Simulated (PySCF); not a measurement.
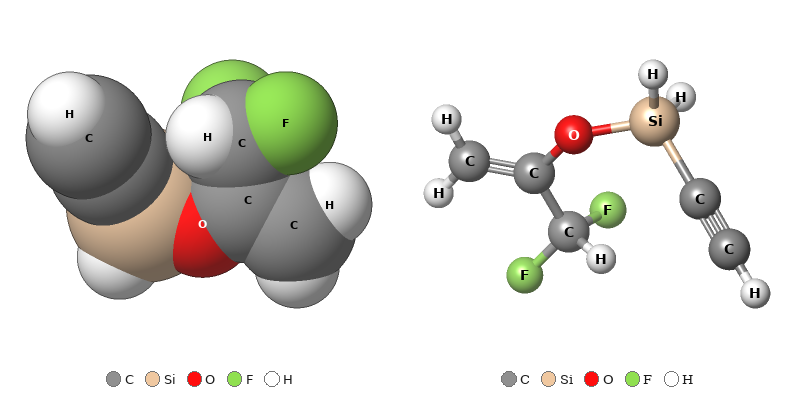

The same structure drawn twice, from different directions.

The computed structure is the end point of a GFN2-xTB optimisation. No frequency run is at hand to confirm it as a minimum.

Question: Which formula does it have?

Answer: C5H6F2OSi, 15 atoms: 5 carbon, 6 hydrogen, 2 fluorine, 1 oxygen and 1 silicon.

Question: Give a SMILES string for it.

Answer: C#C[SiH2]OC(=C)C(F)F

Question: Give the symmetry (Schoenflies symbol).

Answer: C1.

Question: Count the bonded pairs by element.

Answer: 4 C–H, 3 C–C, 2 C–F, 2 Si–H, 1 C–Si, 1 O–Si, 1 C–O.

The parts below concern this one geometry. Atoms keep their numbers from picture to picture.

Shape

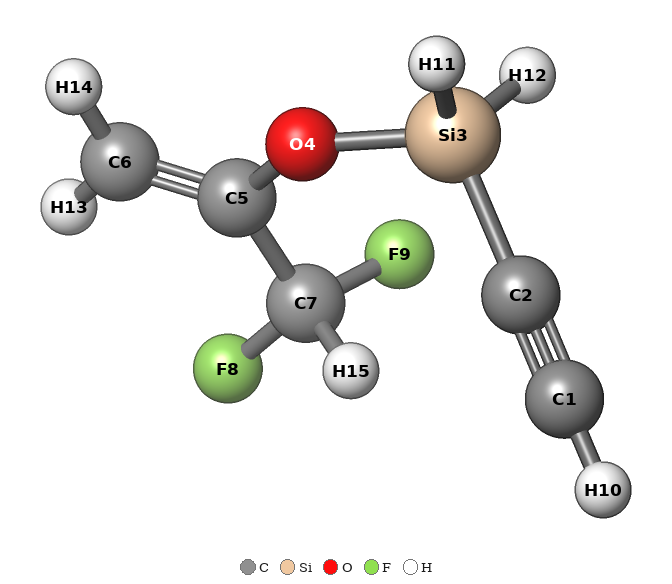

Atoms carry their numbers in the input. No frequency run is at hand to confirm it as a minimum.

Which atoms are bonded, and how long are the bonds?

```csv
bond,length (Å),order
C1–C2,1.203,triple
C1–H10,1.053,single
C2–Si3,1.856,single
Si3–O4,1.639,single
Si3–H11,1.455,single
Si3–H12,1.460,single
O4–C5,1.340,single
C5–C6,1.325,double
C5–C7,1.512,single
C6–H13,1.073,single
C6–H14,1.074,single
C7–F8,1.349,single
C7–F9,1.362,single
C7–H15,1.101,single
```

Electronic properties

No frequency run is at hand to confirm it as a minimum. Level of theory: PBE0/def2-SVPD, gas phase (PySCF 2.14.0). Excitations: vertical, linear response.

Predict the main results.

- dipole moment: 1.88 D
- HOMO energy (Kohn–Sham orbital): −7.39 eV
- LUMO energy (Kohn–Sham orbital): −0.88 eV
- HOMO–LUMO gap: 6.51 eV
- mean static polarisability: 87.9 bohr³
- lowest vertical singlet excitation: 5.49 eV
- its oscillator strength: 0.004
- brightest of the 6 lowest singlets: 6.61 eV
- its oscillator strength: 0.38

NMR shielding

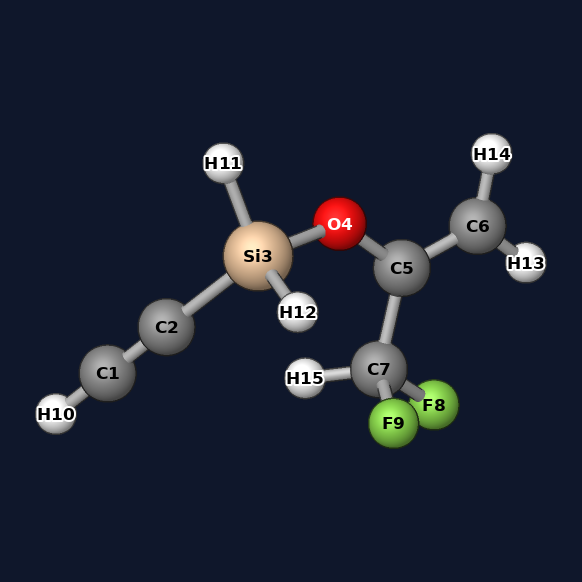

No frequency run is at hand to confirm it as a minimum. Level of theory: GIAO PBE0/pcSseg-1 NMR shielding, non-relativistic, gas phase (PySCF 2.14.0). Principal shieldings σ11 ≤ σ22 ≤ σ33, span Ω = σ33 − σ11, skew κ = 3(σiso − σ22)/Ω.

Give the shielding tensors of the O atoms.

```json
{"atom": "O4", "σ11": "161.1", "σ22": "224.3", "σ33": "314.4", "σiso": "233.3", "Ω": "153.2", "κ": "0.18"}
```

Shieldings and span in ppm.

Quadrupole coupling

No frequency run is at hand to confirm it as a minimum. Electric field gradients from the ground-state density, PBE0/pcSseg-1 (PySCF 2.14.0), non-relativistic apart from any core potentials.

Give the largest field-gradient component, the quadrupole coupling constant and the asymmetry for 17O at O4 (Q = −25.6 mb).

```
atom  V_zz (a.u.)  e²qQ/h (MHz)     η
  O4        1.625         −9.77  0.16
```

The geometry is semi-empirical. Around Si such bond lengths and angles can be off by a tenth of an ångström or more and by several degrees, and values that hang on the shape move with them.
